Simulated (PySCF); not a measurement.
**F$_{2}$H$_{4}$In$_{2}$: density, localisation and related maps**

Input file:

```
{"job": {"kind": "uv", "xc": "PBE0", "basis": "def2-SVPD", "ip": true, "nstates": 10}, "charge": 0, "multiplicity": 1}
In     0.097099    -1.057055    -1.338920
H      1.000044    -0.330209    -2.594065
H     -0.750977    -2.491636    -0.962167
F     -1.075762     0.535427    -0.506462
In    -0.064612     1.034769     1.316970
H     -0.970976     0.283180     2.555541
H      0.780641     2.479178     0.972543
F      1.122754    -0.539304     0.472851
```

Run with:

```sh
OMP_NUM_THREADS=1 python probes_run.py task.json out
```

Geometry: PBE0-D3(BJ)/def2-SVP; core potentials replace the inner electrons of In.

All numbers below come from PBE0/def2-SVPD, SCF density, gas phase, scalar-relativistic core potentials on the heavy atoms (PySCF).

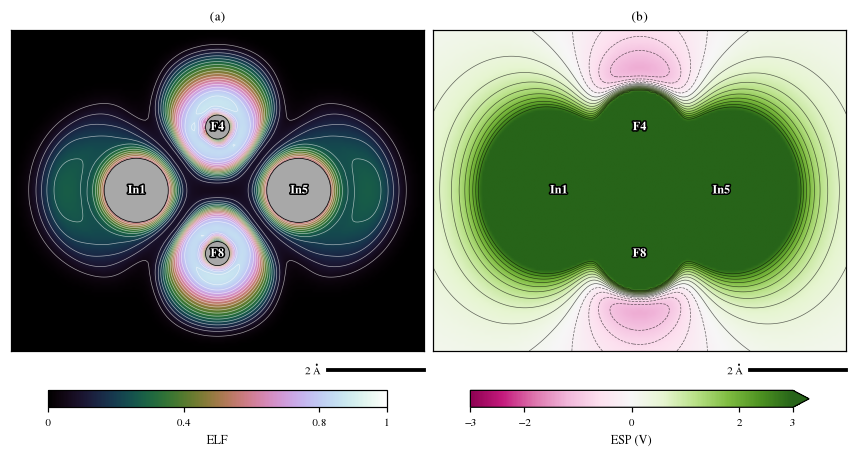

Figure 1. (a) ELF; (b) molecular electrostatic potential on the plane of atoms In1, F4 and In5. Grey discs cover the atomic cores in the ELF map.

> Read the bonding off the picture.

- The plane passes through In and F nuclei.
- In–F (2.14 Å): the ELF is about 0.10 at the midpoint.
- The ELF also peaks beside F8 and F4, away from the bonds: lone-pair regions.
- Outside the dense part of the molecule the potential is most negative (−1.3 V) near F4 and F8.

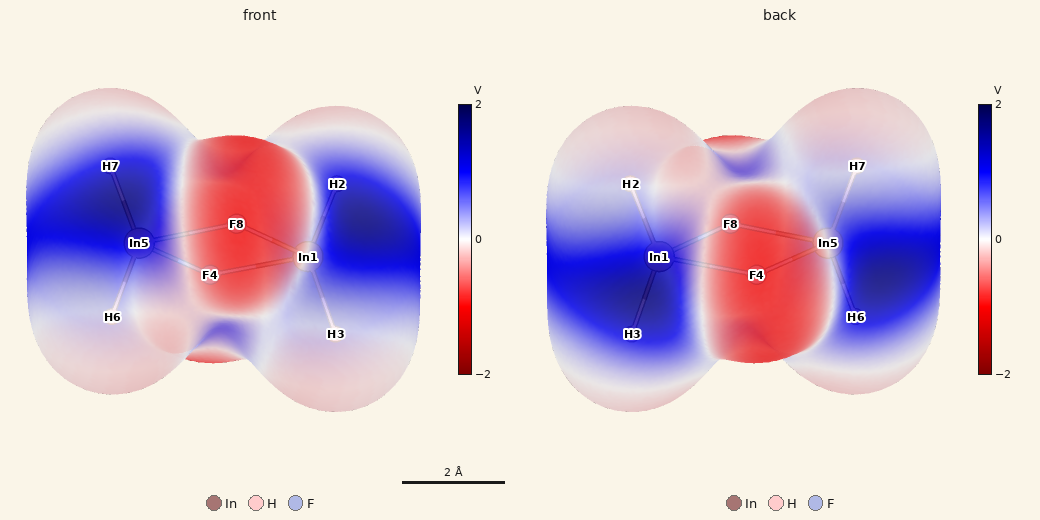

Figure 2. The electrostatic potential painted on the density surface at 0.001 e/bohr³, seen from the front and from behind; red is negative and blue positive.

> Which sites attract a positive test charge, and which a negative one?

A positive charge is drawn to the negative regions and a negative charge to the positive ones. The most negative region (about −0.9 V, or −21 kcal/mol for a unit charge) lies over F4 and F8, the most positive (about +1.7 V, or +39 kcal/mol for a unit charge) over In1 and In5.
